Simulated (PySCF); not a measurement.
# CH4, SMILES `C`: electronic structure

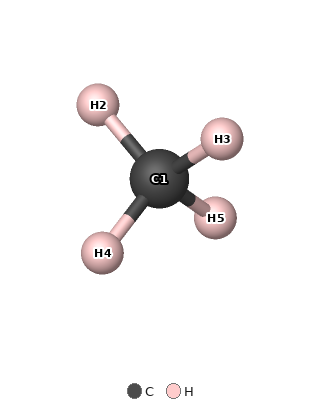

The molecule, with its atoms numbered as below. No frequency check shows the geometry to be a minimum.

Cartesian coordinates (Å):

```
C1      -0.0000   -0.0001    0.0000
H2       0.8492   -0.6249   -0.2443
H3      -0.8493   -0.6247    0.2443
H4       0.2444    0.6249    0.8490
H5      -0.2443    0.6249   -0.8490
```

### 1. Bonding charge

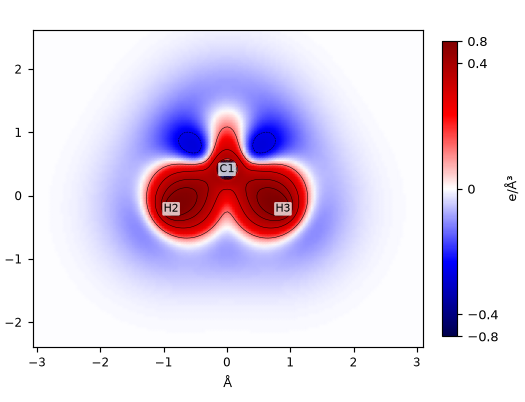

Deformation density (molecule less spherical, spin-averaged free atoms) in the plane of C1, H2 and H3; colour scale in e/Å³, logarithmic beyond ±0.1; red: gain, blue: loss.

Level of theory: B3LYP/def2-SVPD (PySCF), at a geometry from GFN2-xTB.

How much density has each bond in this plane gained at its critical point, relative to the free atoms?

Answer. C1–H3 and C1–H2: +0.67 e/Å³ at the bond critical point (bond length 1.08 Å). In all, 0.9 electrons gather in the regions of gain relative to the promolecule.

Where do the Hirshfeld charges lie?

Answer. The highest Hirshfeld charge is on H2, H3, H4 and H5 (+0.04 e), the lowest on C1 (−0.15 e).

```tsv
atom	charge (e)
C1	−0.15
H2	+0.04
H3	+0.04
H4	+0.04
H5	+0.04
```

### 2. Local ionisation energy

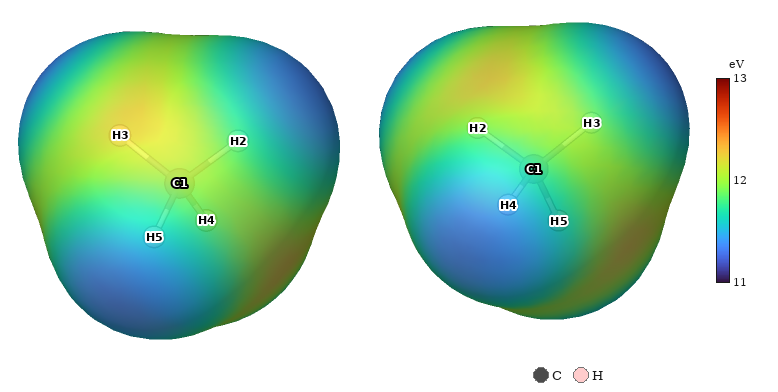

Average local ionisation energy on the surface of electron density 0.001 a.u. (back view left, front view right).

Locate the minima of the map.

Answer. The lowest value is 11.3 eV, 1.4 Å from H2, and at like points elsewhere. For comparison, the highest occupied orbital lies at −10.8 eV.

What volume does the surface enclose, and what is the dipole moment?

Answer. About 42 Å³; the dipole moment is 0.0 D.

### 3. In an electric field

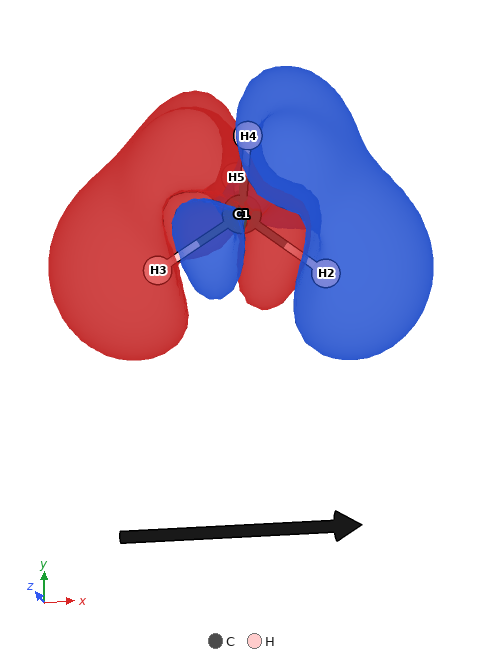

Change of the electron density in a uniform field of 0.21 V/Å along +x (arrow), surfaces at ±0.0008 e/Å³ (red: gain, blue: loss).

Method: B3LYP/def2-SVPD; geometry: GFN2-xTB; program: PySCF.

How large is the response?

Answer. The induced dipole is 0.17 D (along the field); α along this axis, from the fields in both directions, is 16 bohr³ (2.4 Å³).

Which atoms gain and lose the most charge?

Answer. Electrons gather most on H3 (Hirshfeld charge changes by −0.007 e) and leave H2 most (+0.007 e); 0.019 electrons are displaced in all.

The PySCF runs shown took 3.4 s and 5.8 s on 1 thread of Intel(R) Xeon(R) Platinum 8259CL CPU @ 2.50GHz (Skylake/Cascade Lake) (shared host).
